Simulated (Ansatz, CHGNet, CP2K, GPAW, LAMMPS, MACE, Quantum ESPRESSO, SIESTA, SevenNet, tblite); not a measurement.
**Codes compared on amorphous 73P2O5-20PbO-7Al2O3 (mol %) (88 atoms)**

Aim: run amorphous 73P2O5-20PbO-7Al2O3 (mol %) (88 atoms) in several programs and set results and cost side by side. A plane-wave run serves as the reference.

Method: Kohn-Sham DFT, PBE, SSSP efficiency 1.3.0 pseudopotentials, plane waves, in Quantum ESPRESSO 7.5.

### Step 1. The starting structure

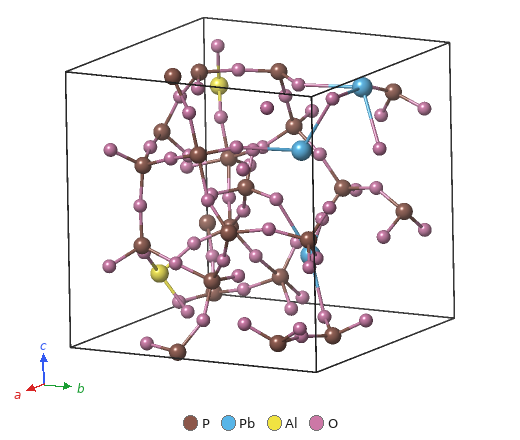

Start, viewed slightly off an axis; phosphorus brown, lead blue, aluminium yellow, oxygen pink. Bonds to atoms that aren't drawn are left out. Some periodic images of atoms are drawn too.

The cell holds 88 atoms: 22 P, 3 Pb, 2 Al and 61 O. Its edges and angles: a = 10.812 Å, b = 10.812 Å, c = 10.812 Å, α = 90.0°, β = 90.0°, γ = 90.0°. 88 atoms (22 P, 3 Sr, 2 Al, 61 O) placed at random at 2.63 g/cm³, melted at 5000 K for 10 ps at fixed volume with the Morse and Coulomb pair potential with partial charges (Pedone, Malavasi, Menziani, Cormack and Segre, J. Phys. Chem. B 110, 11780 (2006)). Quenched from 5000 K to 300 K at 10 K/ps and fixed volume, held 10 ps at zero pressure, then minimised at fixed cell. Then Sr was replaced by Pb and the cell scaled by 1.008 (the potential has no terms for the new elements, so the cell is a start for a DFT relaxation).

### Step 2. Plane-wave reference

File pw.in:

```
&control
  calculation = 'scf'
  pseudo_dir = './pseudo'
  outdir = './tmp'
  disk_io = 'none'
  tprnfor = .true.
  tstress = .true.
/
&system
  ibrav = 0
  nat = 88
  ntyp = 4
  ecutwfc = 60
  ecutrho = 480
  nosym = .true.
  occupations = 'smearing'
  smearing = 'fd'
  degauss = 0.003675
/
&electrons
  conv_thr = 4.4e-07
  electron_maxstep = 100
  mixing_beta = 0.4
  mixing_mode = 'plain'
  diagonalization = 'david'
/
ATOMIC_SPECIES
P 30.974 P.upf
Pb 207.200 Pb.upf
Al 26.982 Al.upf
O 15.999 O.upf
CELL_PARAMETERS angstrom
10.81220 0.00000 0.00000
0.00000 10.81220 0.00000
0.00000 0.00000 10.81220
ATOMIC_POSITIONS crystal
P 0.81820 0.19644 0.35154
P 0.53365 0.46198 0.53008
P 0.91850 0.79954 0.07073
P 0.92143 0.39195 0.00296
P 0.23308 0.93496 0.42722
P 0.53112 0.12260 0.70110
P 0.18543 0.46560 0.68391
P 0.17855 0.12315 0.04715
P 0.91259 0.60374 0.45290
P 0.80673 0.19928 0.64055
P 0.00613 0.00401 0.25635
P 0.37819 0.30780 0.34182
[... 72 atom lines left out ...]
O 0.29336 0.04512 0.03053
O 0.43812 0.38579 0.93163
O 0.34940 0.91513 0.35558
O 0.41682 0.61794 0.89420
K_POINTS gamma
```

Run with:

```console
$ OMP_NUM_THREADS=1 mpirun -np 4 pw.x -in pw.in > output.txt
```

Numbers of over 12 decimals in the logs are rounded to 6 here.

The log of the run:

```text
Program PWSCF
     gamma-point specific algorithms are used
     one sub-group per band group will be used
     scalapack distributed-memory algorithm (size of sub-group:  2*  2 procs)
     Parallelization info
     sticks:   dense  smooth     PW     G-vecs:    dense   smooth      PW
     Min        3987    1996    500               378785   133932   16759
     Max        3990    1998    501               378790   133938   16764
     Sum       15957    7989   2001              1515155   535745   67043
     bravais-lattice index     =            0
     lattice parameter (alat)  =      20.4321  a.u.
     unit-cell volume          =    8529.7993 (a.u.)^3
     number of atoms/cell      =           88
     number of atomic types    =            4
[... lines left out ...]
     scf convergence threshold =      4.4E-07
[... lines left out ...]
     number of k points=     1  Fermi-Dirac smearing, width (Ry)=  0.0037
[... lines left out ...]
     total energy              =   -5538.36095259 Ry
[... lines left out ...]
     total energy              =   -5544.00722636 Ry
[... lines left out ...]
     total energy              =   -5544.17896843 Ry
[... lines left out ...]
     c_bands:  1 eigenvalues not converged
[... lines left out ...]
     total energy              =   -5544.21839973 Ry
[... lines left out ...]
     total energy              =   -5544.21840413 Ry
[... lines left out ...]
   -20.9997 -20.7471 -20.4418 -20.1829 -20.0110 -19.7554 -19.5111 -19.4595
   -19.3074 -18.9893 -18.8304 -18.7798 -18.6753 -18.6183 -18.5504 -18.4386
   -18.3401 -18.2756 -18.1515 -18.0410 -17.9052 -17.7078 -17.4408 -17.2947
[...]
10.2577  10.4154  10.4838  10.5795  10.6673  10.7176  10.7509  10.8480
    10.8804  10.9902  11.0157  11.0538  11.1211  11.1761  11.2374  11.2767
    11.3805  11.4312
     the Fermi energy is     5.1688 ev
!    total energy              =   -5544.21840418 Ry
     estimated scf accuracy    <       0.00000015 Ry
     smearing contrib. (-TS)   =      -0.00002253 Ry
     internal energy E=F+TS    =   -5544.21838166 Ry
     The total energy is F=E-TS. E is the sum of the following terms:
     one-electron contribution =   -1592.87345867 Ry
     hartree contribution      =    1071.87522621 Ry
     xc contribution           =    -696.95374343 Ry
     ewald contribution        =   -1491.98442936 Ry
     one-center paw contrib.   =   -2834.28197641 Ry
     convergence has been achieved in  12 iterations
     Forces acting on atoms (cartesian axes, Ry/au):
     atom    1 type  1   force =    -0.09847719   -0.02964779   -0.05317459
     atom    2 type  1   force =     0.08312765   -0.05140140    0.15436318
     atom    3 type  1   force =     0.05941981   -0.11178386    0.04131063
[...]
atom   87 type  4   force =    -0.00137522   -0.01056659    0.00062274
     atom   88 type  4   force =    -0.01890287   -0.00869628    0.02222106
     Total force =     0.838848     Total SCF correction =     0.000874
     Computing stress (Cartesian axis) and pressure
          total   stress  (Ry/bohr**3)                   (kbar)     P=      -14.85
  -0.00012034   0.00003842   0.00003189          -17.70        5.65        4.69
   0.00003842  -0.00001837  -0.00000800            5.65       -2.70       -1.18
   0.00003189  -0.00000800  -0.00016406            4.69       -1.18      -24.13
     Message from routine punch:
     Nothing written, as per user request (disk_io='none')
```

Run time: 3.6 min. Hardware: 4 MPI ranks of Arm Neoverse V2, shared host; peak memory 4.1 GiB; 14 min of CPU time.

Banners, paths, timers and routine set-up lines are dropped from the logs unmarked, and long logs keep their key lines alone; longer cuts are marked.

Numbers from this run:

```
r.m.s. force component                           : 1.327 eV/Å
longest force                                    : 5.957 eV/Å
pressure                                         : -1.484 GPa
gap (highest filled to lowest empty level) : 0.8821 eV
```

### Step 3. The ladder

The programs:
- CHGNet: machine-learned potential, published weights.
- CP2K 2026.2: Gaussian basis with GTH pseudopotentials and a plane-wave density; labels give functional, basis (MOLOPT sets; SR short-range, UZH the newer set with its own potentials), grid cutoff/relative cutoff and solver (OT: orbital transformation; TRS4, TC2, SIGN: linear-scaling purification with its sparsity filter), or its built-in tight binding.
- GPAW 26.7.0: PAW with atomic orbitals (LCAO), plane waves or a real-space grid of spacing h.
- MACE: machine-learned potential, published weights.
- SIESTA 5.4.2: numerical atomic orbitals, whose automatically made sets are far from complete, with PseudoDojo norm-conserving potentials that we converted to its format (checked against plane waves on the same files for H, C, O, Si, Ge and Ca alone); labels give functional, basis size, energy shift and mesh cutoff.
- SevenNet: machine-learned potential, published weights.
- tblite 0.8.0: extended tight binding, driven from Python.

All use the same cell and atoms; the electronic-structure runs use the same k-mesh, and an electronic temperature of 580 K (0.05 eV) where levels are smeared.

Differences are against the plane-wave reference, forces as r.m.s. over components; share is that over the reference's r.m.s. force, slope the least-squares factor from reference forces to these. Total energies of different programs have different zeros and aren't compared.

| run | Δ force, r.m.s. (meV/Å) | share (%) | slope | Δ pressure (GPa) | Δ gap (eV) | cores | CPU time | memory (GiB) |
| --- | --- | --- | --- | --- | --- | --- | --- | --- |
| reference | - | - | - | - | - | 4 | 14 min | 4.1 |
| CHGNet r2SCAN potential | 545 | 41.1 | 0.795 | -5.10 | - | 1 | 3.1 s | 1.1 |
| CP2K PBE, DZVP-MOLOPT-SR, 300/50 Ry, OT DIIS (coarse) | 198 | 14.9 | 1.102 | 0.741 | -0.347 | 2 | 4.7 min | 0.92 |
| CP2K PBE, DZVP-MOLOPT-SR, 600/50 Ry, OT DIIS | 171 | 12.9 | 1.099 | 0.648 | -0.347 | 4 | 6.5 min | 2.7 |
| CP2K PBE, SZV-MOLOPT-SR, 600/50 Ry, OT DIIS (coarse) | 3046 | 229 | 0.824 | 40.8 | -0.751 | 2 | 6.8 min | 1.6 |
| GPAW PBE, LCAO dzp, h 0.18 Å | 447 | 33.7 | 1.073 | - | -0.299 | 1 | 89 s | 1.4 |
| GPAW PBE, LCAO dzp, h 0.25 Å (coarse) | 532 | 40.1 | 1.077 | - | -0.297 | 1 | 53 s | 0.67 |
| GPAW PBE, LCAO szp(dzp), h 0.18 Å (coarse) | 698 | 52.6 | 1.343 | - | -0.600 | 1 | 1.7 min | 1.3 |
| MACE MP-0b3 medium potential | 319 | 24.0 | 0.865 | -0.562 | - | 1 | 7.3 s | 1.0 |
| SIESTA PBE, DZP, shift 0.01 Ry, mesh 100 Ry (coarse) | 253 | 19.1 | 1.089 | 1.84 | -0.324 | 1 | 48 s | 0.49 |
| SIESTA PBE, DZP, shift 0.01 Ry, mesh 500 Ry | 245 | 18.4 | 1.090 | 1.80 | -0.324 | 2 | 4 min | 1.9 |
| SIESTA PBE, SZ, shift 0.01 Ry, mesh 500 Ry (coarse) | 3071 | 231 | 0.782 | 38.0 | - | 1 | 2 min | 0.89 |
| SIESTA PBE, SZP, shift 0.01 Ry, mesh 500 Ry (coarse) | 777 | 58.6 | 1.252 | 10.6 | - | 2 | 4.4 min | 1.8 |
| SevenNet 0 potential | 226 | 17.0 | 0.972 | -0.852 | - | 1 | 6.7 s | 0.94 |
| tblite GFN1-xTB | 441 | 33.2 | 1.082 | 1.10 | - | 1 | 3.9 s | 0.12 |
| tblite IPEA1-xTB | 494 | 37.2 | 0.799 | -4.38 | - | 1 | 4.9 s | 0.13 |

Rows marked coarse were listed beforehand as settings not expected to be converged; some can still land near the reference.

Times of the machine-learned potentials are mostly Python's start and the loading of weights.

CPU time is summed over cores on a shared host, where runs went side by side, so it is rough. Symmetry, cutoffs, thresholds, outputs and thread counts weren't matched or tuned between programs; memory under MPI is the largest rank's times the ranks.

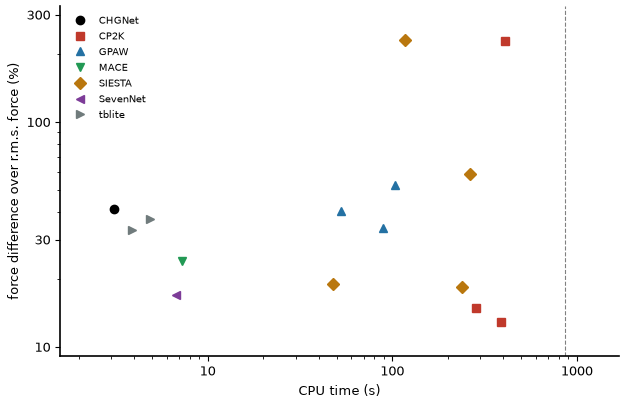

Force difference against CPU time; the dashed line marks the reference's time.

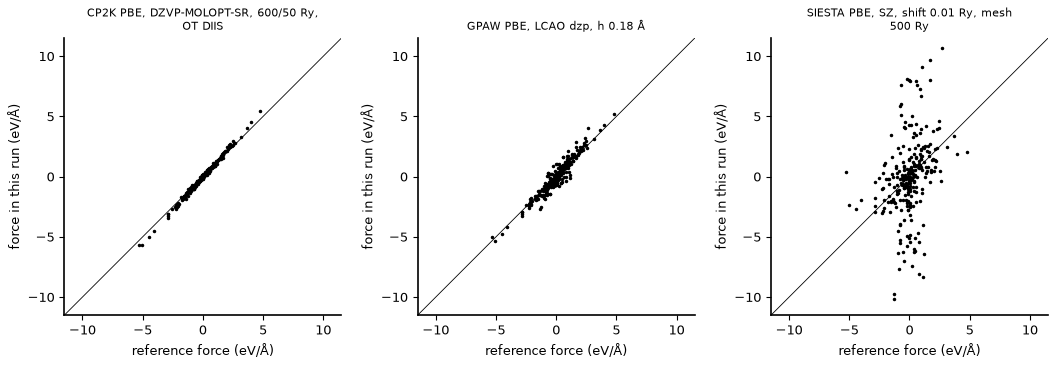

Force components against those of the reference; the line marks equality.

Left out of this page: QE PBE, sssp-1.3.0-efficiency, 60/480 Ry (killed or ended with an error).

Runs without a result: CP2K GFN1-xTB, OT DIIS (not converged, the SCF not settling); CP2K PBE0 with truncated exchange and ADMM, PBE0 potentials, DZVP-UZH, 600/50 Ry, OT DIIS (cut off at its time limit of 47 min); CP2K PBE, SZV-MOLOPT-SR, 600/50 Ry, TRS4 filter 1e-05, SCF 1e-06 (not converged, the SCF not settling); CP2K PBE, SZV-MOLOPT-SR, 600/50 Ry, TRS4 filter 1e-07, SCF 1e-07 (not converged, the SCF not settling); CP2K PBE, SZV-MOLOPT-SR, 600/50 Ry, TRS4 filter 1e-06, SCF 1e-06 (not converged, the SCF not settling).

Mean charges by element (e), by run and scheme:

| run | scheme | P | Pb | Al | O |
| --- | --- | --- | --- | --- | --- |
| CP2K PBE, DZVP-MOLOPT-SR, 600/50 Ry, OT DIIS | Mulliken | +0.76 | +1.15 | +1.10 | -0.37 |
| SIESTA PBE, DZP, shift 0.01 Ry, mesh 500 Ry | Hirshfeld | +0.45 | +0.69 | +0.44 | -0.21 |
| tblite GFN1-xTB | Mulliken | +0.56 | +0.98 | +0.75 | -0.27 |
| tblite IPEA1-xTB | Mulliken | +0.46 | +0.78 | +0.35 | -0.22 |

Within one program, basis, potentials and functional, energies share a zero. Each run against its twin at the usual cutoff or grid and solver:

| run | twin | Δ energy (meV/atom) | Δ force, r.m.s. (meV/Å) | CPU time over the twin's |
| --- | --- | --- | --- | --- |
| CP2K PBE, DZVP-MOLOPT-SR, 300/50 Ry, OT DIIS | DZVP-MOLOPT-SR, 600/50 Ry, OT DIIS | -2.46 | 109 | 0.73 (this twin ran on 4 cores) |
| GPAW PBE, LCAO dzp, h 0.25 Å | LCAO dzp, h 0.18 Å | 359 | 305 | 0.59 |
| SIESTA PBE, DZP, shift 0.01 Ry, mesh 100 Ry | DZP, shift 0.01 Ry, mesh 500 Ry | 4.88 | 52.3 | 0.2 (this twin ran on 2 cores) |

### Step 4. Results

```
reference r.m.s. force component                       : 1.33 eV/Å
nearest in forces                                      : CP2K PBE, DZVP-MOLOPT-SR, 600/50 Ry, OT DIIS, 13 %
farthest in forces                                     : SIESTA PBE, SZ, shift 0.01 Ry, mesh 500 Ry (coarse), 231 %
cheapest electronic-structure run beside the reference : tblite GFN1-xTB, 3.9 s of CPU time
```

The PBE runs in local orbitals, coarse settings apart, differ by 13 % (CP2K PBE, DZVP-MOLOPT-SR, 600/50 Ry, OT DIIS) to 34 % (GPAW PBE, LCAO dzp, h 0.18 Å); basis, grid and potentials can all enter. Tight binding differs by 33 % (tblite GFN1-xTB) to 37 % (tblite IPEA1-xTB); it is another model, with fitted parameters of its own, and the xTB methods hold dispersion. Machine-learned potentials differ by 17 % (SevenNet 0 potential) to 41 % (CHGNet r2SCAN potential); they were trained on other programs' data, some at another functional. IPEA1-xTB was fitted to ionisation energies and electron affinities, not to forces or charges. Runs with settings chosen to be coarse differ by 15 % (CP2K PBE, DZVP-MOLOPT-SR, 300/50 Ry, OT DIIS) to 231 % (SIESTA PBE, SZ, shift 0.01 Ry, mesh 500 Ry), their programs' other errors included. Of the electronic-structure runs that take under half the reference's CPU time, CP2K PBE, DZVP-MOLOPT-SR, 600/50 Ry, OT DIIS comes nearest, at 13 % in 6.5 min against 14 min. CP2K PBE, DZVP-MOLOPT-SR, 300/50 Ry, OT DIIS stiffens the forces by a factor of 1.10 while following their directions (correlation 0.995). At the same functional, gaps differ from the reference's 0.882 eV by between -0.75 and -0.30 eV. In pressure, CP2K PBE, SZV-MOLOPT-SR, 600/50 Ry, OT DIIS misses by +40.8 GPa, at the same functional. Charges hang on model, scheme and program or settings: among these rows the mean for Al runs from +0.35 to +1.10 e. In the reference: filled and empty levels are parted by 0.882 eV (on the run's k-points); a semilocal functional narrows such gaps, while the missing spin–orbit coupling widens them for these heavy elements, so the errors pull opposite ways. In a disordered cell it changes from sample to sample, and tail or defect levels can set it. Periodic xTB results under one method name differ between programs and library versions. The potentials hold different valence shells: 524 electrons in the reference, 494 in CP2K with SZV-MOLOPT-SR; this bears on time and differences. The reference's pressure holds the uncorrected Pulay stress of its 60 Ry basis, so small pressure differences, and their order, may be the reference's own error. Machine-learned potentials mimic data converged in k, so the reference's own k-point error enters their differences. The quench rate of 10 K/ps is many orders above laboratory rates, so the cell is likely richer in defects and strain than a real sample. The network of bonds at the start is that of the classical potential that made the cell, and needn't be the one that DFT or experiment would give. The electronic-structure runs sample only Γ, in a cell whose shortest periodic width is 11 Å. Spin–orbit coupling is left out, which matters for the levels of the heavy elements.

[Also dropped from logs without a mark: logging warnings of Python, and SIESTA's first energy breakdown and zero terms.]

[Logs are printed without paths, hosts, clocks, repeated set-up lines and the standing remarks that a program may print on its own settings, such as how far it seeks lower states.]

[Hosts, paths, dates, database ids (printed as entryN), source tags and the programs' standing remarks are cut or masked in the printed files.]
